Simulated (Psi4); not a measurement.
**B3LYP/6-31G(d) (Cartesian functions) run of AlCl2F (SMILES [F][Al]([Cl])[Cl])**

Aim: the vertical singlet–triplet gap of AlCl2F at B3LYP/6-31G* (Cartesian functions), from 2 runs. 

The results are computed with Psi4 1.11.

## 1. The structure to begin with

AlCl2F: 4 atoms, total charge 0, spin state singlet. As SMILES, `[F][Al]([Cl])[Cl]`. Geometry: relaxed at PBE0-D4/def2-TZVP.

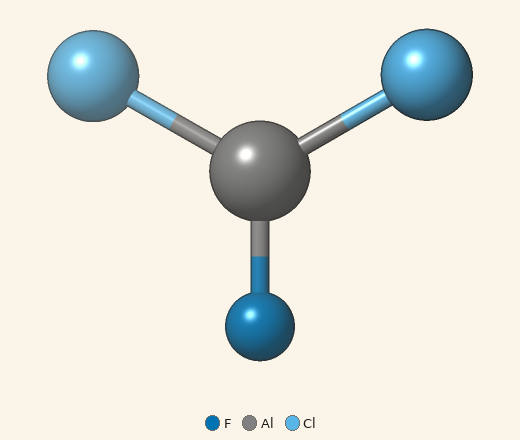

The structure, seen from a chosen angle (fluorine blue, aluminium grey, chlorine blue).

## 2. Energy and forces at B3LYP/6-31G(d) (Cartesian functions)

calc.dat

```
memory 2.2 GB

molecule geom {
  F
  Al 1 R2
  Cl 2 R3 1 A3
  Cl 2 R4 1 A4 3 D4

  R2 = 1.63261
  R3 = 2.06473
  A3 = 119.24288
  R4 = 2.064736
  A4 = 119.24227
  D4 = -179.98797
  units angstrom
  symmetry c1
}

set basis 6-31G*
set puream false
set e_convergence 1e-09
set d_convergence 1e-08
set scf_type pk
set dft_radial_points 99
set dft_spherical_points 590

E, wfn = gradient('b3lyp', return_wfn=True)
oeprop(wfn, 'WIBERG_LOWDIN_INDICES', 'MULLIKEN_CHARGES', 'QUADRUPOLE', title='B3LYP')
print_variables()
```

Run with:

```
$ psi4 -i calc.dat -o calc.out -n 1
```

calc.out:

```text
[...]
  Running in c1 symmetry.
[...]
  Nuclear repulsion =  244.295380333517159
[...]
  Multiplicity = 1
[...]
  Nalpha       = 28
  Nbeta        = 28
[...]
    Number of basis functions: 72
[...]
   @RKS iter   1: -1262.76775477009051   -2.97693e-01   7.38667e-03 ADIIS/DIIS
[...]
   @RKS iter  10: -1262.88044345678622   -6.59384e-12   4.91235e-09 DIIS
[...]
    Orbital Energies [Eh]
    ---------------------
    Doubly Occupied:
       1A   -101.556849     2A   -101.556848     3A    -56.138602
       4A    -24.692921     5A     -9.475825     6A     -9.475821
       7A     -7.236121     8A     -7.236106     9A     -7.231881
      10A     -7.231867    11A     -7.231070    12A     -7.231065
      13A     -4.223536    14A     -2.779963    15A     -2.775449
      16A     -2.774811    17A     -1.168236    18A     -0.843889
      19A     -0.832945    20A     -0.492152    21A     -0.435498
      22A     -0.434568    23A     -0.430175    24A     -0.394103
      25A     -0.364087    26A     -0.360895    27A     -0.350828
      28A     -0.340057
[...]
  @RKS Final Energy: -1262.88044345678622
   => Energetics <=
    Nuclear Repulsion Energy =            244.2953803335171585
    One-Electron Energy =               -2234.5529232471549221
    Two-Electron Energy =                 796.5004167871819618
    DFT Exchange-Correlation Energy =     -69.1233173303305080
    Empirical Dispersion Energy =           0.0000000000000000
    VV10 Nonlocal Energy =                  0.0000000000000000
    Total Energy =                      -1262.8804434567862245
[...]
  -Total Gradient:
     Atom            X                  Y                   Z
    ------   -----------------  -----------------  -----------------
       1       -0.000003468944     0.000000272728     0.007067155602
       2        0.000007715281    -0.000002060273     0.000480006391
       3       -0.000002778935     0.006268898593    -0.003770530427
       4       -0.000001463048    -0.006267112228    -0.003769688284
[...]
 Multipole Moments:
 ------------------------------------------------------------------------------------
     Multipole            Electronic (a.u.)      Nuclear  (a.u.)        Total (a.u.)
 ------------------------------------------------------------------------------------
 L = 1.  Multiply by 2.5417464519 to convert [e a0] to [Debye]
 Dipole X            :          0.0003177           -0.0000761            0.0002416
 Dipole Y            :         -0.0000221            0.0000032           -0.0000189
 Dipole Z            :         -0.9064014            0.9556098            0.0492084
 Magnitude           :                                                    0.0492090
 L = 2.  Multiply by 1.3450342976 to convert [e a0^2] to [Debye ang]
 Quadrupole XX       :        -28.2579056            0.0000060          -28.2578995
 Quadrupole XY       :          0.0419521           -0.0413723            0.0005797
[...]
  Mulliken Charges: (a.u.)
   Center  Symbol    Alpha    Beta     Spin     Total
       1     F     4.70653  4.70653  0.00000 -0.41307
       2    AL     6.09552  6.09552  0.00000  0.80896
       3    CL     8.59897  8.59897  0.00000 -0.19794
       4    CL     8.59897  8.59897  0.00000 -0.19795
   Total alpha = 28.00000, Total beta = 28.00000, Total charge =  0.00000
  Wiberg Bond Indices using Orthogonal Lowdin Orbitals:
[...]
```

Wall time 9.6 s (1 thread of Intel Xeon Platinum 8488C (Sapphire Rapids), shared host); peak memory 0.61 GiB.

## 3. The triplet at the same level

job.py

```python
import psi4

psi4.set_memory('2200 MB')
psi4.set_num_threads(1)
psi4.set_output_file('output.dat', False)

molecule = psi4.geometry("""
0 3
F
Al 1 1.63261
Cl 2 2.06473 1 119.24288
Cl 2 2.064736 1 119.24227 3 -179.98797
units angstrom
symmetry c1
no_reorient
no_com
""")

options = {'basis': '6-31G*', 'reference': 'uks', 'puream': False, 'e_convergence': 1e-09, 'd_convergence': 1e-08, 'scf_type': 'pk', 'dft_radial_points': 99, 'dft_spherical_points': 590, 'maxiter': 100}
psi4.set_options(options)

E = psi4.gradient('b3lyp', molecule=molecule)
print('gradient / Eh bohr^-1')
print(E.np.round(6))
for k, v in sorted(psi4.core.scalar_variables().items()):
    print(f'{k:45s} {v:18.10f}')
```

Run with:

```
$ python job.py
```

output.dat:

```text
[...]
  Running in c1 symmetry.
[...]
  Nuclear repulsion =  244.295380333517159
[...]
  Multiplicity = 3
[...]
  Nalpha       = 29
  Nbeta        = 27
[...]
    Number of basis functions: 72
[...]
   @UKS iter   1: -1262.52818619313189   -5.81247e-02   7.35089e-03 ADIIS/DIIS
[...]
   @UKS iter  15: -1262.64295609937881   -2.50111e-12   7.20252e-09 DIIS
[...]
   @S^2 Observed:                2.004559794E+00
[...]
    Orbital Energies [Eh]
    ---------------------
    Alpha Occupied:
       1A   -101.606666     2A   -101.606665     3A    -56.091075
       4A    -24.673545     5A     -9.526248     6A     -9.526244
       7A     -7.290587     8A     -7.290576     9A     -7.282793
      10A     -7.282783    11A     -7.279163    12A     -7.279148
      13A     -4.180296    14A     -2.733693    15A     -2.732236
      16A     -2.731636    17A     -1.149916    18A     -0.894355
      19A     -0.885596    20A     -0.497778    21A     -0.448638
      22A     -0.447048    23A     -0.418968    24A     -0.416652
      25A     -0.413804    26A     -0.397354    27A     -0.392398
      28A     -0.387687    29A     -0.116320
    Alpha Virtual:
[...]
  @UKS Final Energy: -1262.64295609937881
   => Energetics <=
    Nuclear Repulsion Energy =            244.2953803335171585
    One-Electron Energy =               -2233.5648286493915293
    Two-Electron Energy =                 795.6914073682700064
    DFT Exchange-Correlation Energy =     -69.0649151517744713
    Empirical Dispersion Energy =           0.0000000000000000
    VV10 Nonlocal Energy =                  0.0000000000000000
    Total Energy =                      -1262.6429560993788073
[...]
 Multipole Moments:
 ------------------------------------------------------------------------------------
     Multipole            Electronic (a.u.)      Nuclear  (a.u.)        Total (a.u.)
 ------------------------------------------------------------------------------------
 L = 1.  Multiply by 2.5417464519 to convert [e a0] to [Debye]
 Dipole X            :         -0.0006907           -0.0000761           -0.0007669
 Dipole Y            :          0.0000094            0.0000032            0.0000126
 Dipole Z            :         -0.2517814            0.9556098            0.7038285
 Magnitude           :                                                    0.7038289
[...]
  -Total Gradient:
     Atom            X                  Y                   Z
    ------   -----------------  -----------------  -----------------
       1        0.000018460947     0.000000003280     0.027982444234
       2       -0.000061851914    -0.000000693178     0.043780848034
       3        0.000015443097     0.059582099876    -0.035878209776
       4        0.000027952861    -0.059581410934    -0.035876973082
[...]
```

Standard output:

```text
gradient / Eh bohr^-1
[[ 1.8000e-05  0.0000e+00  2.7982e-02]
 [-6.2000e-05 -1.0000e-06  4.3781e-02]
 [ 1.5000e-05  5.9582e-02 -3.5878e-02]
 [ 2.8000e-05 -5.9581e-02 -3.5877e-02]]
CURRENT ENERGY                                  -1262.6429560994
CURRENT REFERENCE ENERGY                        -1262.6429560994
DD SOLVATION ENERGY                                 0.0000000000
DFT FUNCTIONAL TOTAL ENERGY                     -1262.6429560994
DFT TOTAL ENERGY                                -1262.6429560994
DFT VV10 ENERGY                                     0.0000000000
DFT XC ENERGY                                     -69.0649151518
GRID ELECTRONS ALPHA                               29.0000006838
GRID ELECTRONS BETA                                27.0000006178
GRID ELECTRONS TOTAL                               56.0000013016
NUCLEAR REPULSION ENERGY                          244.2953803335
ONE-ELECTRON ENERGY                             -2233.5648286494
PCM POLARIZATION ENERGY                             0.0000000000
PE ENERGY                                           0.0000000000
SCF ITERATION ENERGY                            -1262.6429560994
SCF ITERATIONS                                     15.0000000000
SCF TOTAL ENERGY                                -1262.6429560994
TWO-ELECTRON ENERGY                               795.6914073683
XC GRID RADIAL POINTS                              99.0000000000
XC GRID SPHERICAL POINTS                          590.0000000000
XC GRID TOTAL POINTS                           221829.0000000000
```

Run time: 15 s. Hardware: 1 thread of Intel Xeon Platinum 8488C (Sapphire Rapids), shared host; peak memory 0.61 GiB.

## 4. Outcome

Level: B3LYP/6-31G* (Cartesian functions).

```
                                        quantity           value
                           singlet: total energy  -1262.88044 Eh
                          singlet: dipole moment          0.13 D
                            singlet: HOMO energy        -9.25 eV
                            singlet: LUMO energy        -1.62 eV
                          singlet: HOMO–LUMO gap         7.64 eV
               singlet: largest force on an atom      0.376 eV/Å
                           triplet: total energy  -1262.64296 Eh
                          triplet: dipole moment          1.79 D
     triplet: HOMO energy (highest over α and β)        -3.17 eV
                                   triplet: ⟨S²⟩           2.005
               triplet: largest force on an atom      3.576 eV/Å
vertical energy of the triplet above the singlet        6.462 eV
```

At this shape the triplet lies 6.46 eV (624 kJ/mol) above the singlet. The largest force (singlet) is 0.38 eV/Å: the shape isn't a stationary point for this species at this level. Mulliken charges (singlet) run from -0.41 on F1 to +0.81 on Al2; they depend strongly on the basis.
